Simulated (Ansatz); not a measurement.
# Na2Cl2 ((NaCl)2 ring), run twice

Wanted: the energy of Na2Cl2 ((NaCl)2 ring), MP2/6-311G* (Cartesian d past Ne, paw set gaussian, start density atoms).

The results are computed with Ansatz 0.2.0.

5 further runs of the same task are left out: 5 set aside as unsound or not needed.

### Step 1. The system as given

The species is Na2Cl2 (4 atoms), meant as a singlet with charge 0. Geometry: a GFN2-xTB relaxation, a rough one for these elements and not checked as a minimum.

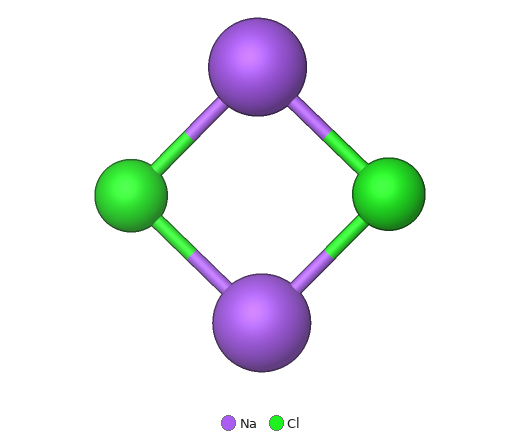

The structure, seen from a chosen angle (sodium purple, chlorine green).

### Step 2. First attempt

Contents of job.yaml:

```yaml
crystal:
  periodic: [false, false, false]
  atoms:
    - symbol: Na
      position_ang: [-4.631220, 0.176970, -2.040180]
    - symbol: Cl
      position_ang: [-2.032890, -1.396650, 4.507260]
    - symbol: Na
      position_ang: [4.633050, -0.170400, 2.028960]
    - symbol: Cl
      position_ang: [2.031090, 1.390080, -4.496070]
basis:
  gaussian:
    orbitals: 6-311G_st_.json
correlation:
  method: mp2
  electrons: outside_noble_gas
accuracy: high
```

The basis set 6-311G* is read from a file made from the Basis Set Exchange's data (not shown).

The run is started by

```bash
$ ansatz run job.yaml --threads 1 --pin off --max-ram 3480MiB --events-out events.jsonl --progress --plain --runs-dir runs
```

Standard output:

```text
Warning: RAYON_NUM_THREADS=1 ignored (pool sized by the plan → 1); use --threads N
Functional definition: HF
  name "HF"
  exchange = exact_x
  correlation = 0
1493 factors; integrals over basis functions are off by at most 3.0e-7 eV
mean field evaluation 1: about -33811.8467 eV, gradient 2.7e1 eV
mean field evaluation 2: about -33811.8493 eV, gradient 2.7e1 eV
mean field evaluation 4: about -33814.1619 eV, gradient 8.2e-1 eV
mean field evaluation 8: about -33814.1765 eV, gradient 9.3e-5 eV
mean field -33814.17652651 eV, -1242.6480672771 hartree, gradient 1.9e-8 eV, S^2 0.000000; 0 other end points of the search recorded, 0 dependent functions left out
20 core orbitals not correlated: weight in the atoms' cores, before any rotation towards them, 1.000 or more for the frozen orbitals, at most 0.000 for the correlated occupied ones
reference -33814.17652651 eV, -1242.6480672771 hartree; 8, 8 occupied and 80, 80 virtual orbitals, 1493 factors
second order -7.49111834 eV of doubles, -0.00000000 eV of singles
Total energy: -33821.66764485 eV, -1242.9233607984 hartree
```

Wall time 3.6 s (1 thread of Intel Xeon at 2.70GHz, shared host); peak memory 0.25 GiB.

### Step 3. Reading the log

The run finished; that doesn't make the result usable.

The fault: the atoms are pulled far apart. As the program read them, the closest atoms are 7.20 Å apart, against 2.40 Å in the sound input.

### Step 4. Second attempt

Contents of job.yaml:

```yaml
crystal:
  periodic: [false, false, false]
  atoms:
    - symbol: Na
      position_ang: [-1.543740, 0.058990, -0.680060]
    - symbol: Cl
      position_ang: [-0.677630, -0.465550, 1.502420]
    - symbol: Na
      position_ang: [1.544350, -0.056800, 0.676320]
    - symbol: Cl
      position_ang: [0.677030, 0.463360, -1.498690]
basis:
  gaussian:
    orbitals: 6-311G_st_.json
correlation:
  method: mp2
  electrons: outside_noble_gas
accuracy: high
output: {orbitals: {seedname: orbitals}}
```

The basis set 6-311G* is read from a file made from the Basis Set Exchange's data (not shown).

The run is started by

```bash
$ ansatz run job.yaml --threads 1 --pin off --max-ram 3480MiB --events-out events.jsonl --progress --plain --runs-dir runs
```

Standard output:

```text
Warning: RAYON_NUM_THREADS=1 ignored (pool sized by the plan → 1); use --threads N
[... 4 set-up lines as earlier in the session ...]
1848 factors; integrals over basis functions are off by at most 4.7e-9 eV
mean field evaluation 1: about -33820.4517 eV, gradient 2.1e1 eV
mean field evaluation 2: about -33820.4758 eV, gradient 2.1e1 eV
mean field evaluation 4: about -33821.7316 eV, gradient 6.5e-1 eV
mean field evaluation 8: about -33821.7360 eV, gradient 1.9e-4 eV
mean field -33821.73604475 eV, -1242.9258744486 hartree, gradient 1.0e-8 eV, S^2 0.000000; 0 other end points of the search recorded, 0 dependent functions left out
20 core orbitals not correlated: weight in the atoms' cores, before any rotation towards them, 0.999 or more for the frozen orbitals, at most 0.001 for the correlated occupied ones
reference -33821.73604475 eV, -1242.9258744486 hartree; 8, 8 occupied and 80, 80 virtual orbitals, 1848 factors
second order -8.10361680 eV of doubles, -0.00000000 eV of singles
Total energy: -33829.83966155 eV, -1243.2236768732 hartree
```

Wall time 4.2 s (1 thread of Intel Xeon at 2.70GHz, shared host); peak memory 0.3 GiB.

### Step 5. Summary of results

At MP2/6-311G* (Cartesian d past Ne, paw set gaussian, start density atoms):

| quantity | value |
| --- | --- |
| total energy | -1243.22368 Eh |
| HOMO energy (Hartree–Fock orbitals) | -10.15 eV |
| LUMO energy (Hartree–Fock orbitals) | 0.26 eV |
| HOMO–LUMO gap (Hartree–Fock orbitals) | 10.41 eV |
| correlation energy (20 core orbitals frozen) | -297.8 mEh |

The first attempt's energy was +8.172 eV off this one.
